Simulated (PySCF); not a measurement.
**[WH7]-: a ladder of methods**

Aim: at the PBE0 minimum of singlet [WH7]-, found before, compare methods on energies and levels.

Program: PySCF 2.14.0. Level of theory: several methods, basis W def2-TZVPD with ECP60, H def2-TZVPD, scalar-relativistic core potentials, no spin–orbit coupling, density fitting. These are calculated values, not measurements.

### Step 1. Where the work starts

8 atoms, charge -1, spin multiplicity 1.

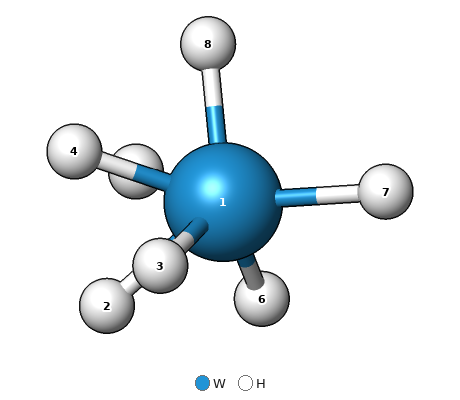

The starting geometry (tungsten blue, hydrogen white); atoms are numbered from 1 in the order of the file.

Z-matrix (Å, degrees; charge -1 multiplicity 1):
```
W
H  1 1.7029
H  1 1.7186 2 68.05
H  1 1.7029 2 63.70 3 -75.50
H  1 1.7029 2 63.70 3 -147.62
H  1 1.7186 2 68.05 3 136.87
H  1 1.8627 2 142.46 3 68.44
H  1 1.7186 2 122.45 3 -111.56
```

### Step 2. Real-space pictures of the lowest minimum

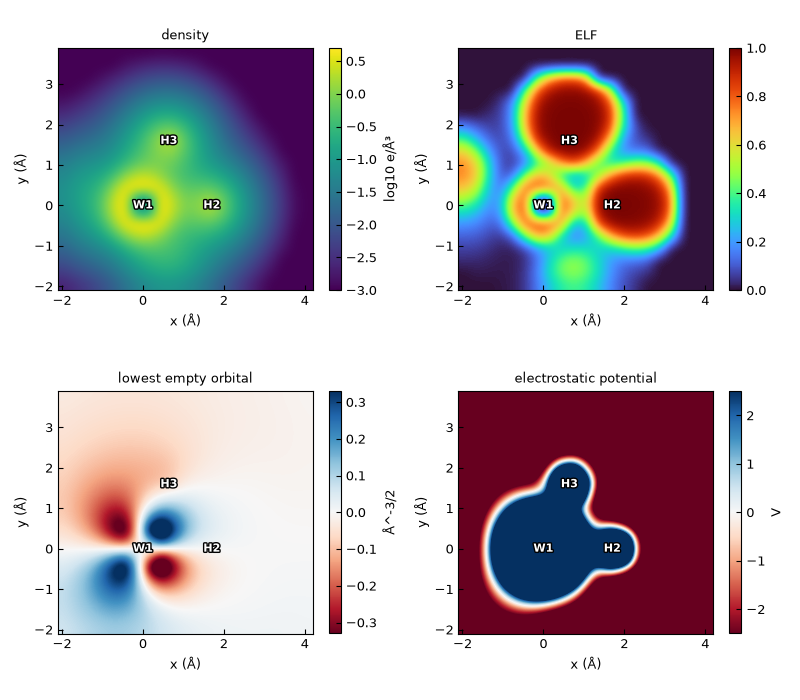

The plane holds W1 at (0.00, 0.00), H2 at (1.70, 0.00), H3 at (0.64, 1.59) Å. ELF is set to 0 where the density is under 0.005 e/Å³; an orbital's overall sign is arbitrary. The potential's colours end at ±2.5 V. Electrons inside core potentials are absent.

Values on the line from W1 (at 0) through H2 (at 1.703 Å):

| distance (Å) | density (e/Å³) | ELF | electrostatic potential (V) |
| --- | --- | --- | --- |
| 0.77 | 2.14 | 0.647 | 36.8 |
| 0.94 | 1.13 | 0.449 | 16.6 |
| 1.11 | 0.891 | 0.636 | 8.13 |
| 1.28 | 0.979 | 0.93 | 8.6 |
| 1.45 | 1.33 | 0.994 | 24.8 |
| 1.62 | 2.08 | 1 | 134 |
| 1.87 | 1.32 | 1 | 50.4 |
| 2.04 | 0.642 | 0.999 | 11.5 |
| 2.21 | 0.319 | 0.998 | 1.03 |
| 2.38 | 0.162 | 0.995 | -2.8 |
| 2.55 | 0.0852 | 0.99 | -4.28 |
| 2.72 | 0.0466 | 0.981 | -4.8 |

Making the fields took 3.2 s on 2 threads of Arm Neoverse N1, shared host.

### Step 3. PBE0

The steps are one call of a driver around PySCF; scf.py gives each level's set-up. Each SCF starts from the density of the minimum. The driver also runs the species with one electron less or more at the same geometry; their logs are not shown.

scf.py

```python
from pyscf import gto, scf, dft
mol = gto.M(atom='''
W      0.009186     0.000020    -0.010342
H     -0.111830    -0.001463     1.688277
H      0.546032     1.482684     0.673174
H     -1.276577     0.896435     0.655394
H     -1.274294    -0.900700     0.653988
H      0.549799    -1.482343     0.670855
H      1.246187     0.002681    -1.402953
H     -1.371874    -0.000935    -1.033260''',
    basis={'W': 'def2-TZVPD', 'H': 'def2-TZVPD'},
    ecp={'W': 'def2-TZVPD'},
    charge=-1, spin=0)
mf = dft.RKS(mol, xc='PBE0')
mf.grids.atom_grid = (75, 302)
aux = {'W': 'def2-universal-JKFIT', 'H': 'def2-universal-JKFIT'}
mf = mf.density_fit(auxbasis=aux)
mf.conv_tol = 1e-08
mf.diis_space = 10
mf.max_cycle = 60
mf.verbose = 4
mf.kernel()
```

On the command line:

```sh
OMP_NUM_THREADS=2 python axn.py task.json out
```

The program printed:

```text
init E= -71.2138351885562
  HOMO = -0.0871440253162294  LUMO = 0.101361711116151  gap/eV = 5.12950
cycle= 1 E= -71.213835188505  delta_E= 5.12e-11  |g|= 1.86e-05  |ddm|= 2.78e-05
  HOMO = -0.0871460414506675  LUMO = 0.10135901122585  gap/eV = 5.12948
Extra cycle  E= -71.2138351882411  delta_E= 2.64e-10  |g|= 3.68e-05  |ddm|= 4.77e-05
converged SCF energy = -71.2138351882411
```

This level, with the species of one electron less or more, took 6.9 s.

```
energy                        : -71.213835 Eh
one electron less (charge +0) : -71.055332 Eh (doublet, ⟨S²⟩ 0.76)
Mulliken charge of W1         : +0.27 e
```

### Step 4. HF

scf.py, as its differences from that of step 3:

```diff
@@ -14,2 +14 @@
-mf = dft.RKS(mol, xc='PBE0')
-mf.grids.atom_grid = (75, 302)
+mf = scf.RHF(mol)
```

The program printed, shortened:

```text
[... the frontier levels of the middle cycles are left out ...]
init E= -70.3145426787732
  HOMO = -0.18097474020252  LUMO = 0.173996564827349  gap/eV = 9.65926
cycle= 1 E= -70.3273154726703  delta_E= -0.0128  |g|= 0.146  |ddm|= 0.475
  HOMO = -0.208173234423861  LUMO = 0.168440803447614  gap/eV = 10.24819
cycle= 2 E= -70.3287745783609  delta_E= -0.00146  |g|= 0.128  |ddm|= 0.262
  HOMO = -0.194189408573534  LUMO = 0.172835925886255  gap/eV = 9.98727
cycle= 3 E= -70.3331621322808  delta_E= -0.00439  |g|= 0.0175  |ddm|= 0.131
cycle= 4 E= -70.3333959524579  delta_E= -0.000234  |g|= 0.00438  |ddm|= 0.0447
cycle= 5 E= -70.3334156783583  delta_E= -1.97e-05  |g|= 0.0019  |ddm|= 0.00907
cycle= 6 E= -70.333420480247  delta_E= -4.8e-06  |g|= 0.000386  |ddm|= 0.00595
cycle= 7 E= -70.3334206236368  delta_E= -1.43e-07  |g|= 8.12e-05  |ddm|= 0.00136
cycle= 8 E= -70.3334206345478  delta_E= -1.09e-08  |g|= 3.03e-05  |ddm|= 0.000288
cycle= 9 E= -70.333420636465  delta_E= -1.92e-09  |g|= 9.54e-06  |ddm|= 0.000106
  HOMO = -0.195834337754175  LUMO = 0.173209224900226  gap/eV = 10.04219
Extra cycle  E= -70.3334206365536  delta_E= -8.87e-11  |g|= 6.08e-06  |ddm|= 2.36e-05
converged SCF energy = -70.3334206365536
```

This level, with the species of one electron less or more, took 1.6 s.

```
energy                        : -70.333421 Eh
one electron less (charge +0) : -70.178457 Eh (doublet, ⟨S²⟩ 0.80)
Mulliken charge of W1         : +0.85 e
```

### Step 5. PBE

scf.py, as its differences from that of step 4:

```diff
@@ -14 +14,2 @@
-mf = scf.RHF(mol)
+mf = dft.RKS(mol, xc='PBE')
+mf.grids.atom_grid = (75, 302)
```

The program printed, shortened:

```text
[... the frontier levels of the middle cycles are left out ...]
init E= -71.2597393147399
  HOMO = -0.0436266126576768  LUMO = 0.0695047497621417  gap/eV = 3.07846
cycle= 1 E= -71.2598431508341  delta_E= -0.000104  |g|= 0.0976  |ddm|= 0.297
  HOMO = -0.0358693253393114  LUMO = 0.0863735731404796  gap/eV = 3.32640
cycle= 2 E= -71.235908905162  delta_E= 0.0239  |g|= 0.307  |ddm|= 0.312
  HOMO = -0.0454326758308343  LUMO = 0.0698775814167341  gap/eV = 3.13775
cycle= 3 E= -71.2621259656404  delta_E= -0.0262  |g|= 0.0155  |ddm|= 0.256
cycle= 4 E= -71.2622018777922  delta_E= -7.59e-05  |g|= 0.0034  |ddm|= 0.0166
cycle= 5 E= -71.2622053635098  delta_E= -3.49e-06  |g|= 0.000658  |ddm|= 0.00387
cycle= 6 E= -71.2622054628927  delta_E= -9.94e-08  |g|= 8.53e-05  |ddm|= 0.000656
cycle= 7 E= -71.262205466365  delta_E= -3.47e-09  |g|= 8.79e-06  |ddm|= 0.00016
  HOMO = -0.0440287133471946  LUMO = 0.0713652218157574  gap/eV = 3.14003
Extra cycle  E= -71.2622054663314  delta_E= 3.37e-11  |g|= 1.47e-05  |ddm|= 3.36e-05
converged SCF energy = -71.2622054663314
```

This level, with the species of one electron less or more, took 12 s.

* energy: -71.262205 Eh
* one electron less (charge +0): -71.114875 Eh (doublet, ⟨S²⟩ 0.76)
* Mulliken charge of W1: +0.09 e

### Step 6. B3LYP

scf.py, as its differences from that of step 5:

```diff
@@ -14 +14 @@
-mf = dft.RKS(mol, xc='PBE')
+mf = dft.RKS(mol, xc='B3LYP')
```

The program printed:

```text
init E= -71.2749873493268
  HOMO = -0.079636731460913  LUMO = 0.0954606941446066  gap/eV = 4.76464
cycle= 1 E= -71.2764186023664  delta_E= -0.00143  |g|= 0.0286  |ddm|= 0.174
  HOMO = -0.0840383840025636  LUMO = 0.0873987862236406  gap/eV = 4.66504
cycle= 2 E= -71.2750590299177  delta_E= 0.00136  |g|= 0.0778  |ddm|= 0.0913
  HOMO = -0.0811610831196785  LUMO = 0.0921266816381016  gap/eV = 4.71540
cycle= 3 E= -71.2766733966588  delta_E= -0.00161  |g|= 0.00424  |ddm|= 0.0595
  HOMO = -0.0811317025241851  LUMO = 0.092373704125088  gap/eV = 4.72132
cycle= 4 E= -71.2766778165856  delta_E= -4.42e-06  |g|= 0.0019  |ddm|= 0.0049
  HOMO = -0.0811119898216281  LUMO = 0.09239783302552  gap/eV = 4.72144
cycle= 5 E= -71.2766787344899  delta_E= -9.18e-07  |g|= 6.05e-05  |ddm|= 0.00175
  HOMO = -0.0811139158435865  LUMO = 0.0923823708896776  gap/eV = 4.72107
cycle= 6 E= -71.2766787368275  delta_E= -2.34e-09  |g|= 1.89e-05  |ddm|= 0.000173
  HOMO = -0.0811152954479484  LUMO = 0.0923849896091306  gap/eV = 4.72118
Extra cycle  E= -71.2766787369245  delta_E= -9.7e-11  |g|= 1.99e-05  |ddm|= 5.58e-05
converged SCF energy = -71.2766787369245
```

This level, with the species of one electron less or more, took 11 s on 2 threads of Arm Neoverse N1, shared host.

| Item | Value |
| --- | --- |
| energy | -71.276679 Eh |
| one electron less (charge +0) | -71.116775 Eh (doublet, ⟨S²⟩ 0.76) |
| Mulliken charge of W1 | +0.35 e |

### Step 7. r2SCAN

scf.py, as its differences from that of step 6:

```diff
@@ -14,2 +14,2 @@
-mf = dft.RKS(mol, xc='B3LYP')
-mf.grids.atom_grid = (75, 302)
+mf = dft.RKS(mol, xc='R2SCAN')
+mf.grids.atom_grid = (90, 434)
```

The program printed:

```text
init E= -71.2671334280495
  HOMO = -0.0556382090028702  LUMO = 0.078187854770226  gap/eV = 3.64159
cycle= 1 E= -71.2680218660987  delta_E= -0.000888  |g|= 0.0328  |ddm|= 0.201
  HOMO = -0.0512509031302284  LUMO = 0.0853651104850381  gap/eV = 3.71751
cycle= 2 E= -71.265962114566  delta_E= 0.00206  |g|= 0.0924  |ddm|= 0.102
  HOMO = -0.0544961161085986  LUMO = 0.0794432444346141  gap/eV = 3.64468
cycle= 3 E= -71.2682626927429  delta_E= -0.0023  |g|= 0.00658  |ddm|= 0.0799
  HOMO = -0.0543432521335805  LUMO = 0.0797612955237396  gap/eV = 3.64917
cycle= 4 E= -71.2682742523589  delta_E= -1.16e-05  |g|= 0.00189  |ddm|= 0.00656
  HOMO = -0.0543047416987776  LUMO = 0.0798724625733277  gap/eV = 3.65115
cycle= 5 E= -71.2682752571117  delta_E= -1e-06  |g|= 9.58e-05  |ddm|= 0.00189
  HOMO = -0.0542976581861558  LUMO = 0.0798626631161349  gap/eV = 3.65069
cycle= 6 E= -71.2682752604522  delta_E= -3.34e-09  |g|= 2.67e-05  |ddm|= 0.000203
  HOMO = -0.0543061249826837  LUMO = 0.0798593529532934  gap/eV = 3.65083
Extra cycle  E= -71.2682752600225  delta_E= 4.3e-10  |g|= 5.07e-05  |ddm|= 9.46e-05
converged SCF energy = -71.2682752600225
```

This level, with the species of one electron less or more, took 31 s.

- energy: -71.268275 Eh
- one electron less (charge +0): -71.115533 Eh (doublet, ⟨S²⟩ 0.76)
- Mulliken charge of W1: +0.33 e

### Step 8. TPSSh

scf.py, as its differences from that of step 7:

```diff
@@ -14 +14 @@
-mf = dft.RKS(mol, xc='R2SCAN')
+mf = dft.RKS(mol, xc='TPSSH')
```

The program printed, shortened:

```text
[... the frontier levels of the middle cycles are left out ...]
init E= -71.2476512026931
  HOMO = -0.0698641624388467  LUMO = 0.0906037541907965  gap/eV = 4.36655
cycle= 1 E= -71.2478449442804  delta_E= -0.000194  |g|= 0.0655  |ddm|= 0.242
  HOMO = -0.0744196591549859  LUMO = 0.0773976916572717  gap/eV = 4.13116
cycle= 2 E= -71.2394856657893  delta_E= 0.00836  |g|= 0.19  |ddm|= 0.204
  HOMO = -0.0681231924628847  LUMO = 0.0886740251332461  gap/eV = 4.26667
cycle= 3 E= -71.2490448767067  delta_E= -0.00956  |g|= 0.00339  |ddm|= 0.145
cycle= 4 E= -71.2490478272501  delta_E= -2.95e-06  |g|= 0.00124  |ddm|= 0.0043
cycle= 5 E= -71.2490482251203  delta_E= -3.98e-07  |g|= 0.000197  |ddm|= 0.00148
cycle= 6 E= -71.2490482363213  delta_E= -1.12e-08  |g|= 5.36e-05  |ddm|= 0.000301
cycle= 7 E= -71.2490482373248  delta_E= -1e-09  |g|= 4.12e-06  |ddm|= 7.69e-05
  HOMO = -0.0684999951809275  LUMO = 0.0886765142259667  gap/eV = 4.27699
Extra cycle  E= -71.2490482373057  delta_E= 1.92e-11  |g|= 9.58e-06  |ddm|= 1.34e-05
converged SCF energy = -71.2490482373057
```

This level, with the species of one electron less or more, took 27 s.

- energy: -71.249048 Eh
- one electron less (charge +0): -71.092748 Eh (doublet, ⟨S²⟩ 0.77)
- Mulliken charge of W1: +0.38 e

### Step 9. M06-2X

scf.py, as its differences from that of step 8:

```diff
@@ -14 +14 @@
-mf = dft.RKS(mol, xc='TPSSH')
+mf = dft.RKS(mol, xc='M062X')
```

The program printed, shortened:

```text
[... the frontier levels of the middle cycles are left out ...]
init E= -71.0874244959735
  HOMO = -0.124544511041687  LUMO = 0.121910737822186  gap/eV = 6.70639
cycle= 1 E= -71.0887747057653  delta_E= -0.00135  |g|= 0.0409  |ddm|= 0.51
  HOMO = -0.130440752415365  LUMO = 0.116294624888036  gap/eV = 6.71401
cycle= 2 E= -71.0879964001103  delta_E= 0.000778  |g|= 0.0703  |ddm|=  0.1
  HOMO = -0.126516490100151  LUMO = 0.12017922193254  gap/eV = 6.71293
cycle= 3 E= -71.0892493011334  delta_E= -0.00125  |g|= 0.00335  |ddm|= 0.0624
cycle= 4 E= -71.0892584058734  delta_E= -9.1e-06  |g|= 0.0021  |ddm|= 0.0107
cycle= 5 E= -71.0892608187634  delta_E= -2.41e-06  |g|= 0.000467  |ddm|= 0.00392
cycle= 6 E= -71.0892612377552  delta_E= -4.19e-07  |g|= 0.000167  |ddm|= 0.00187
cycle= 7 E= -71.0892612543638  delta_E= -1.66e-08  |g|= 1.79e-05  |ddm|= 0.000524
cycle= 8 E= -71.0892612549373  delta_E= -5.73e-10  |g|= 5.68e-06  |ddm|= 0.000121
  HOMO = -0.126924128917045  LUMO = 0.120172786443464  gap/eV = 6.72385
Extra cycle  E= -71.0892612549654  delta_E= -2.81e-11  |g|= 5.07e-06  |ddm|= 1.69e-05
converged SCF energy = -71.0892612549654
```

This level, with the species of one electron less or more, took 30 s.

```
energy                        : -71.089261 Eh
one electron less (charge +0) : -70.924475 Eh (doublet, ⟨S²⟩ 0.77)
Mulliken charge of W1         : +0.40 e
```

### Step 10. TPSS

scf.py, as its differences from that of step 9:

```diff
@@ -14 +14 @@
-mf = dft.RKS(mol, xc='M062X')
+mf = dft.RKS(mol, xc='TPSS')
```

The program printed, shortened:

```text
[... the frontier levels of the middle cycles are left out ...]
init E= -71.2668663646831
  HOMO = -0.0535902796247094  LUMO = 0.0785291793340535  gap/eV = 3.59515
cycle= 1 E= -71.2680941482286  delta_E= -0.00123  |g|= 0.056  |ddm|= 0.331
  HOMO = -0.0565644345645167  LUMO = 0.0668510631710942  gap/eV = 3.35831
cycle= 2 E= -71.2590984371018  delta_E= 0.009  |g|= 0.193  |ddm|= 0.199
  HOMO = -0.0513269155199425  LUMO = 0.0768725833502041  gap/eV = 3.48849
cycle= 3 E= -71.2690253984813  delta_E= -0.00993  |g|= 0.00656  |ddm|= 0.142
cycle= 4 E= -71.2690382704169  delta_E= -1.29e-05  |g|= 0.000987  |ddm|= 0.0072
cycle= 5 E= -71.2690386080027  delta_E= -3.38e-07  |g|= 0.00021  |ddm|= 0.00164
cycle= 6 E= -71.2690386180861  delta_E= -1.01e-08  |g|= 8.53e-05  |ddm|= 0.00032
cycle= 7 E= -71.2690386203793  delta_E= -2.29e-09  |g|= 8.84e-06  |ddm|= 9.09e-05
  HOMO = -0.0518408628872788  LUMO = 0.0769674115483202  gap/eV = 3.50505
Extra cycle  E= -71.2690386202202  delta_E= 1.59e-10  |g|= 2.58e-05  |ddm|= 2.99e-05
converged SCF energy = -71.2690386202202
```

This level, with the species of one electron less or more, took 28 s on 2 threads of Arm Neoverse N1, shared host.

```
energy                        : -71.269039 Eh
one electron less (charge +0) : -71.116712 Eh (doublet, ⟨S²⟩ 0.76)
Mulliken charge of W1         : +0.33 e
```

The dipole of an ion depends on the origin, here the centre of mass.

### Step 11. Comparison of the levels

| level | vertical ionisation energy (eV) | −ε(HOMO) (eV) | gap (eV) | dipole (D) | wall time |
| --- | --- | --- | --- | --- | --- |
| PBE0 | 4.31 | 2.37 | 5.13 | 0.86 | 6.9 s |
| HF | 4.22 | 5.33 | 10.04 | 0.99 | 1.6 s |
| PBE | 4.01 | 1.20 | 3.14 | 0.83 | 12 s |
| B3LYP | 4.35 | 2.21 | 4.72 | 0.90 | 11 s |
| r2SCAN | 4.16 | 1.48 | 3.65 | 0.87 | 31 s |
| TPSSh | 4.25 | 1.86 | 4.28 | 0.97 | 27 s |
| M06-2X | 4.48 | 3.45 | 6.72 | 0.78 | 30 s |
| TPSS | 4.15 | 1.41 | 3.51 | 0.97 | 28 s |

Times are for 2 threads of Arm Neoverse N1, shared host; PBE0 starts from its own converged density, so its time is not comparable. A dash stands where a species or a free atom was not run at that level, or the quantity is not defined.

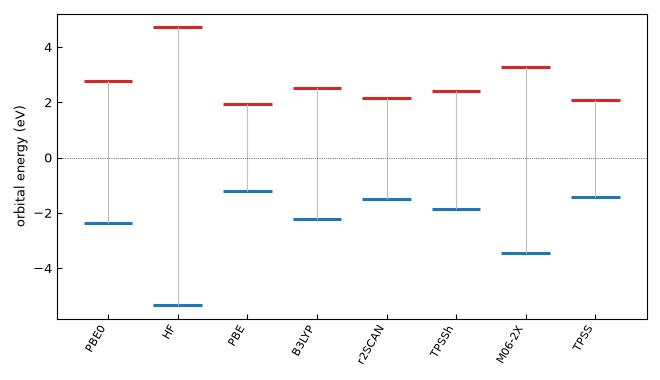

Highest occupied (blue) and lowest empty (red) levels by method.

### Step 12. Summary of results

```
                         quantity                           value
vertical ionisation energy, range  4.01 (PBE) to 4.48 (M06-2X) eV
               orbital gap, range     3.14 (PBE) to 10.04 (HF) eV
```

What this shows: The vertical ionisation energy spreads over 0.47 eV, from PBE to M06-2X; without a CCSD(T) value for it there is no yardstick here. Whether spin polarisation would lower the closed shell was not checked. With an element this heavy the missing spin–orbit coupling can shift these numbers.
